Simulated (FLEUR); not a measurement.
# Magnetic state of 2 ML Cr on Mo(001), 3 substrate layers from several starts

Wanted: the moments of 2 ML Cr on Mo(001), 3 substrate layers and the energy of each order that was tried.

Method: PBE; all-electron FLAPW film, Dirac cores, scalar-relativistic bands, in FLEUR MaX-R8.1.

## (1) The starting structure

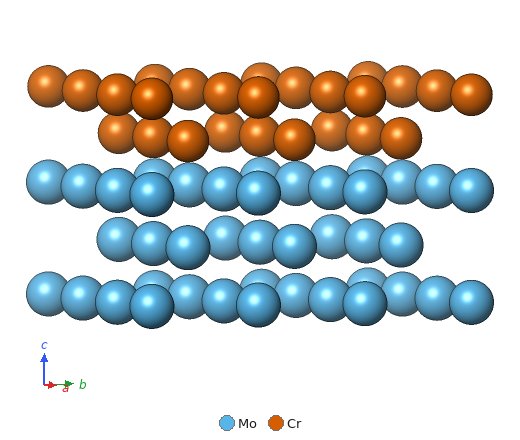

The starting structure, seen from the side, with the c axis up (molybdenum blue, chromium orange). 3×3×1 cells are drawn. Some periodic images of atoms are drawn too.

The cell holds 5 atoms: 3 Mo and 2 Cr. Cell: a = 3.147 Å, b = 3.147 Å, c = 19.838 Å, α = 90.0°, β = 90.0°, γ = 90.0°. Pseudomorphic film on a typed substrate lattice, hard-sphere layer spacings, unrelaxed. Vacuum lies along c.

Coordinates:

```xyz
5
Lattice="3.1468 0.0000 0.0000 0.0000 3.1468 0.0000 0.0000 0.0000 19.8382" Properties=species:S:1:pos:R:3
Mo    0.0000    0.0000    7.0000
Mo    1.5734    1.5734    8.5734
Mo    0.0000    0.0000   10.1468
Cr    1.5734    1.5734   11.5724
Cr    0.0000    0.0000   12.8382
```

## (2) Order 1, typed as ferro ++

The parallel start comes first: it shows whether parallel moments hold.

inpgen writes inp.xml from crystal.txt; cutoffs, mixing, functional, smearing and local orbitals are then set in the file. The k list default-1 (kpts.xml, not shown) is a Γ-centred 8×8×1 mesh; where the ranks do not divide the number of points, some are split in two of half the weight.

The input, inp.xml:

```
<?xml version="1.0" encoding="UTF-8" standalone="no"?>
<fleurInput fleurInputVersion="0.39">
   <comment>
      Cr2Mo3
   </comment>
   <calculationSetup>
      <cutoffs Kmax="3.6" Gmax="10.8" GmaxXC="10.8" numbands="0"/>
      <scfLoop itmax="120" minDistance="0.00002" maxIterBroyd="15" imix="Anderson" alpha="0.03" precondParam="0.0" spinf="2.0" sdNocoIR="T"/>
      <coreElectrons ctail="T" frcor="F" kcrel="0" coretail_lmax="0"/>
      <xcFunctional name="pbe" relativisticCorrections="F"/>
      <magnetism jspins="2"/>
      <soc l_soc="F" theta="0.0" phi="0.0" spav="F"/>
      <expertModes spex="0" secvar="F"/>
      <geometryOptimization l_f="F" forcealpha="1.0" forcemix="BFGS" epsdisp="0.00001" epsforce="0.00001"/>
      <ldaU l_linMix="F" mixParam="0.05" spinf="1.0"/>
   </calculationSetup>
   <cell>
      <bzIntegration valenceElectrons="70.0" mode="hist" fermiSmearingEnergy="0.00183747">
         <kPointListSelection listName="default-1"/>
         <xi:include xmlns:xi="http://www.w3.org/2001/XInclude" href="kpts.xml"> </xi:include>
      </bzIntegration>
      <xi:include xmlns:xi="http://www.w3.org/2001/XInclude" href="sym.xml"> </xi:include>
      <filmLattice scale="1.0" dVac="16.73" dTilda="19.23">
         <bravaisMatrixFilm>
            <row-1>    5.9466468606750178     0.0000000000000000</row-1>
            <row-2>    0.0000000000000000     5.9466468606750178</row-2>
         </bravaisMatrixFilm>
         <vacuumEnergyParameters vacuum="1" spinUp="-.25" spinDown="-.25"/>
         <vacuumEnergyParameters vacuum="2" spinUp="-.25" spinDown="-.25"/>
      </filmLattice>
   </cell>
   <atomSpecies>
      <species name="Molybdenum (Mo)" element="Mo" atomicNumber="42">
         <mtSphere radius="2.45" gridPoints="811" logIncrement="0.016"/>
         <atomicCutoffs lmax="10" lnonsphr="8"/>
         <electronConfig flipSpins="F">
            <coreConfig>(1s1/2) (2s1/2) (2p1/2) (2p3/2) (3s1/2) (3p1/2) (3p3/2) (3d3/2) (3d5/2)</coreConfig>
            <valenceConfig>(4s1/2) (4p1/2) (4p3/2) (5s1/2) (4d3/2) (4d5/2)</valenceConfig>
            <stateOccupation state="(5s1/2)" spinUp="0.500000" spinDown="0.500000"/>
            <stateOccupation state="(4d3/2)" spinUp="1.000000" spinDown="1.000000"/>
            <stateOccupation state="(4d5/2)" spinUp="1.500000" spinDown="1.500000"/>
         </electronConfig>
         <energyParameters s="5" p="5" d="4" f="4"/>
         <lo type="SCLO" l="0" n="4" eDeriv="0"/>
         <lo type="SCLO" l="1" n="4" eDeriv="0"/>
      </species>
      <species name="Chromium (2.500" element="Cr" atomicNumber="24">
         <mtSphere radius="2.3" gridPoints="761" logIncrement="0.016"/>
         <atomicCutoffs lmax="8" lnonsphr="6"/>
         <electronConfig flipSpins="F">
            <coreConfig>(1s1/2) (2s1/2) (2p1/2) (2p3/2)</coreConfig>
            <valenceConfig>(3s1/2) (3p1/2) (3p3/2) (4s1/2) (3d3/2) (3d5/2)</valenceConfig>
            <stateOccupation state="(4s1/2)" spinUp="0.5" spinDown="0.5"/>
            <stateOccupation state="(3d3/2)" spinUp="1.0" spinDown="1.0"/>
            <stateOccupation state="(3d5/2)" spinUp="2.75" spinDown="0.25"/>
         </electronConfig>
         <energyParameters s="4" p="4" d="3" f="4"/>
         <lo type="SCLO" l="0" n="3" eDeriv="0"/>
         <lo type="SCLO" l="1" n="3" eDeriv="0"/>
      </species>
   </atomSpecies>
   <atomGroups>
      <atomGroup species="Molybdenum (Mo)">
         <filmPos label="                   1">.0000000000 .0000000000 -5.5162840193</filmPos>
         <force calculate="T" relaxXYZ="TTT"/>
      </atomGroup>
      <atomGroup species="Molybdenum (Mo)">
         <filmPos label="                   2">1.000/2.000 1.000/2.000 -2.5429752549</filmPos>
         <force calculate="T" relaxXYZ="TTT"/>
      </atomGroup>
      <atomGroup species="Molybdenum (Mo)">
         <filmPos label="                   3">.0000000000 .0000000000 .4303335095</filmPos>
         <force calculate="T" relaxXYZ="TTT"/>
      </atomGroup>
      <atomGroup species="Chromium (2.500">
         <filmPos label="                   4">1.000/2.000 1.000/2.000 3.1242385239</filmPos>
         <force calculate="T" relaxXYZ="TTT"/>
      </atomGroup>
      <atomGroup species="Chromium (2.500">
         <filmPos label="                   5">.0000000000 .0000000000 5.5162840193</filmPos>
         <force calculate="T" relaxXYZ="TTT"/>
      </atomGroup>
   </atomGroups>
   <output dos="F" band="F" slice="F">
      <bandDOS minEnergy="-.5*Htr" maxEnergy="0.5*Htr" sigma="0.015" storeEVData="T"/>
      <plotting iplot="0" polar="F">
         <plot TwoD="T" vec1="  1.0  0.0  0.0" vec2="  0.0  1.0  0.0" vec3="  0.0  0.0  1.0" zero="  0.0  0.0 -0.5" file="plot"/>
      </plotting>
      <moessbauerParams electricFieldGradient="F" isomerShift="F" coreHyperfine="F" valenceHyperfine="F"/>
   </output>
</fleurInput>
```

The input, crystal.txt:

```
Cr2Mo3
&input film=T cartesian=F /
3.14683000000  0.00000000000  0.00000000000
0.00000000000  3.14683000000  0.00000000000
0.00000000000  0.00000000000  1.00000000000
1.8897261246
1.0 1.0 1.0

5
42 0.00000000000  0.00000000000  -5.51628401925
42 0.50000000000  0.50000000000  -2.54297525487
42 0.00000000000  0.00000000000  0.43033350951
24 0.50000000000  0.50000000000  3.12423852388 : 2.500
24 0.00000000000  0.00000000000  5.51628401925 : 2.500

&kpt div1=8 div2=8 div3=1 gamma=T /
```

On the command line:

```sh
OMP_NUM_THREADS=1 inpgen -f crystal.txt > inpgen.log  # inp.xml is then edited as shown
OMP_NUM_THREADS=1 mpirun -n 4 fleur_MPI > fleur.log
```

The log of the run:

```text
Welcome to FLEUR        (www.flapw.de)
      MaX-Release 8.1          (www.max-centre.eu)

 ========== k-point set info ==========
 Selected k-point list: default-1
 k-point list type: mesh
 0 x 0 x 0
 Number of k points: 16

 ------------Calculation Setup---------------------------
 Number of MPI-tasks      :            4
 Number of PE/node        :            4
 Number of OMP-threads    :            1
 k-points in parallel     :            4
 pe's per k-point         :            1
 No of k-point loops      :            4
 Eigenvalue solver        :       lapack
 Number of basis functions:          593
 Approximate size of matrices (H+S) per k-point:         0.010 GB
 --------------------------------------------------------
 Iteration:     1   Distance:      36.81265755 me/bohr^3
 Iteration:     2   Distance:      25.63423034 me/bohr^3
 Iteration:     3   Distance:      38.92975807 me/bohr^3
 Iteration:     4   Distance:      26.82901463 me/bohr^3
 Iteration:     5   Distance:      26.25313234 me/bohr^3
 Iteration:     6   Distance:      10.15599607 me/bohr^3
 Iteration:     7   Distance:      12.69945149 me/bohr^3
 Iteration:     8   Distance:       8.97011700 me/bohr^3
 Iteration:     9   Distance:       7.77518148 me/bohr^3
 Iteration:    10   Distance:       7.77299510 me/bohr^3
[... 55 iterations left out ...]
 Iteration:    66   Distance:       0.00030255 me/bohr^3
 Iteration:    67   Distance:       0.00013722 me/bohr^3
 Iteration:    68   Distance:       0.00007089 me/bohr^3
 Iteration:    69   Distance:       0.00018119 me/bohr^3
 Iteration:    70   Distance:       0.00015306 me/bohr^3
 Iteration:    71   Distance:       0.00002276 me/bohr^3
 Iteration:    72   Distance:       0.00002745 me/bohr^3
 Iteration:    73   Distance:       0.00002892 me/bohr^3
 Iteration:    74   Distance:       0.00002069 me/bohr^3
 Iteration:    75   Distance:       0.00001973 me/bohr^3

 ********************************************************************
 Run finished successfully
 Stop message:
   all done
 ********************************************************************

--- out.xml (last complete iteration) ---
<iteration numberForCurrentRun="   75" overallNumber="   75">
         [... left out ...]
         <bandgap value="0.0186117337" units="eV"/>
         <sumValenceSingleParticleEnergies value="-77.9324719268" units="Htr"/>
         <FermiEnergy value="-0.1354554240" units="Htr"/>
         <valenceDensity>
            <mtCharges spin="1">
               <mtCharge atomType="1" total="6.0716120" s="1.1357761" p="3.0287275" d="1.8925449" f="0.0119459"/>
               <mtCharge atomType="2" total="6.0199937" s="1.1519783" p="3.1047246" d="1.7338678" f="0.0240760"/>
               <mtCharge atomType="3" total="6.2088527" s="1.1544963" p="3.1036144" d="1.9247397" f="0.0215055"/>
               <mtCharge atomType="4" total="5.6160263" s="1.1539289" p="3.1356353" d="1.3095920" f="0.0133506"/>
               <mtCharge atomType="5" total="7.6582292" s="1.1655362" p="3.0833060" d="3.4030064" f="0.0051309"/>
            </mtCharges>
            <mtCharges spin="2">
               <mtCharge atomType="1" total="5.8886963" s="1.1326849" p="3.0290397" d="1.7123477" f="0.0119606"/>
               <mtCharge atomType="2" total="6.1136086" s="1.1552389" p="3.0967304" d="1.8353092" f="0.0215285"/>
               <mtCharge atomType="3" total="5.9322119" s="1.1482615" p="3.1054714" d="1.6500330" f="0.0235811"/>
               <mtCharge atomType="4" total="7.0089116" s="1.1694339" p="3.1430129" d="2.6865138" f="0.0080239"/>
               <mtCharge atomType="5" total="4.7774845" s="1.1349471" p="3.0744987" d="0.5597351" f="0.0066432"/>
            </mtCharges>
            <spinDependentCharge spin="1" total="36.0713203" interstitial="4.3389296" mtSpheres="31.5747138" vacuum1="0.0797984" vacuum2="0.0778785"/>
            <spinDependentCharge spin="2" total="33.9286799" interstitial="4.0985396" mtSpheres="29.7209129" vacuum1="0.0306865" vacuum2="0.0785410"/>
            <totalCharge value="70.0000002010"/>
         </valenceDensity>
         [... left out ...]
         <allElectronCharges>
            <spinDependentCharge spin="1" total="88.0713203" interstitial="4.3389311" mtSpheres="83.5747123" vacuum1="0.0797984" vacuum2="0.0778785"/>
            <spinDependentCharge spin="2" total="85.9286799" interstitial="4.0985411" mtSpheres="81.7209114" vacuum1="0.0306865" vacuum2="0.0785410"/>
            <totalCharge value="174.0000001910"/>
         </allElectronCharges>
         <magneticMomentsInMTSpheres units="muBohr">
            <globalMagMoment atomType="1" vec="0.00000   0.00000   0.18292"/>
            <localMagMoment atomType="1" vec="0.00000   0.00000   0.18292"/>
            <globalMagMoment atomType="2" vec="0.00000   0.00000  -0.09361"/>
            <localMagMoment atomType="2" vec="0.00000   0.00000  -0.09361"/>
            <globalMagMoment atomType="3" vec="0.00000   0.00000   0.27664"/>
            <localMagMoment atomType="3" vec="0.00000   0.00000   0.27664"/>
            <globalMagMoment atomType="4" vec="0.00000   0.00000  -1.39289"/>
            <localMagMoment atomType="4" vec="0.00000   0.00000  -1.39289"/>
            <globalMagMoment atomType="5" vec="0.00000   0.00000   2.88074"/>
            <localMagMoment atomType="5" vec="0.00000   0.00000   2.88074"/>
         </magneticMomentsInMTSpheres>
         <moessbauerParams unitsHFF="kG" unitsIS="e/bohr^3" unitsEFG="Htr/bohr^2">
         </moessbauerParams>
         <totalEnergy value="   -14250.3890011869" units="Htr">
            <sumOfEigenvalues value="    -8530.6898238578">
               <coreElectrons value="-8452.7573519310"/>
               <valenceElectrons value="-77.9324719268"/>
            </sumOfEigenvalues>
            <densityCoulombPotentialIntegral value="-22641.6983405814"/>
            <densityEffectivePotentialIntegral value="-23252.6707859684"/>
            <chargeDenXCDenIntegral value="-469.2117208325"/>
            <FockExchangeEnergyValence value="0.0000000000"/>
            <FockExchangeEnergyCore value="0.0000000000"/>
            <atomTypeDependentContributions atomType="1">
               <electronNucleiInteractionDifferentMTs value="4878.4514224755"/>
               <MadelungTerm value="-12.9757418640"/>
            </atomTypeDependentContributions>
            <atomTypeDependentContributions atomType="2">
               <electronNucleiInteractionDifferentMTs value="4880.1576587965"/>
               <MadelungTerm value="-11.3467116195"/>
            </atomTypeDependentContributions>
            <atomTypeDependentContributions atomType="3">
               <electronNucleiInteractionDifferentMTs value="4880.2781637664"/>
               <MadelungTerm value="-11.1702460184"/>
            </atomTypeDependentContributions>
            <atomTypeDependentContributions atomType="4">
               <electronNucleiInteractionDifferentMTs value="1249.1217484534"/>
               <MadelungTerm value="-4.7743584261"/>
            </atomTypeDependentContributions>
            <atomTypeDependentContributions atomType="5">
               <electronNucleiInteractionDifferentMTs value="1248.3191606498"/>
               <MadelungTerm value="-5.7138601048"/>
            </atomTypeDependentContributions>
            <tkbTimesEntropy value="0.0013822283"/>
            <freeEnergy value="-14250.3903834151"/>
            <extrapolationTo0K value="-14250.3896923010"/>
         </totalEnergy>
         <densityConvergence units="me/bohr^3">
            <chargeDensity spin="1" distance="0.0000156416"/>
            <chargeDensity spin="2" distance="0.0000104626"/>
            <overallChargeDensity distance="0.0000197309"/>
            <spinDensity distance="0.0000178590"/>
         </densityConvergence>
      </iteration>
```

Run time: 4.1 min. Hardware: 4 MPI ranks of Arm Neoverse V2, shared host; peak memory 0.47 GiB.

Spin moment in the muffin-tin sphere by atom:

| atom | spin moment in the muffin-tin sphere (μB) |
| --- | --- |
| Mo1 | 0.18 |
| Mo2 | -0.09 |
| Mo3 | 0.28 |
| Cr4 | -1.39 |
| Cr5 | 2.88 |

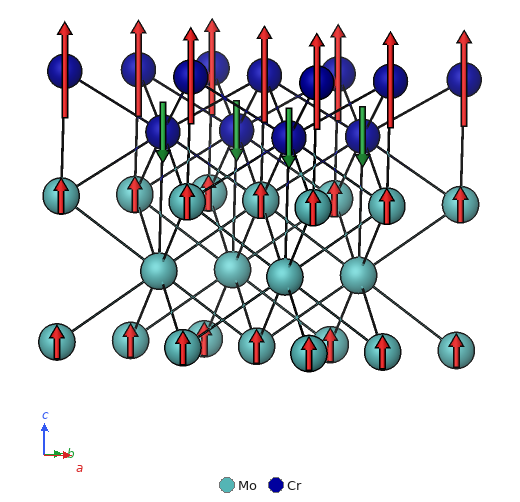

Spin moment in the muffin-tin sphere as arrows, the longest 2.88 μB. Up and down stand for the sign. Arrows give size and sign along the axis of quantisation, drawn up and down the page. Each arrow also spans its atom, so small moments look longer than they are. The two directions have two colours. 2×2×1 cells are drawn. Some periodic images of atoms are drawn too.

This step gave:

- free energy: -387772.8769 eV
- program's band gap on this mesh (in a metal only a level spacing): 0.01861 eV
- magnetization: 2.143 μB
- final state: ferrimagnetic

The typed pattern was not kept: a seeded moment turned or collapsed.

After 75 cycles the largest moment stands at 2.88 μB.

(Part 1 of 3 ends here.)

[Logs and program files are shortened in this print: banners, set-up blocks, solver, clock and traceback lines can be left out without a mark of their own.]

[Logs are printed without paths, hosts, clocks, repeated set-up lines and the standing remarks that a program may print on its own settings, such as how far it seeks lower states.]

[Hosts, paths, dates, database ids (printed as entryN), source tags and the programs' standing remarks are cut or masked in the printed files.]

[Where a cell is said to come from a database of computed structures, the database is the Materials Project.]
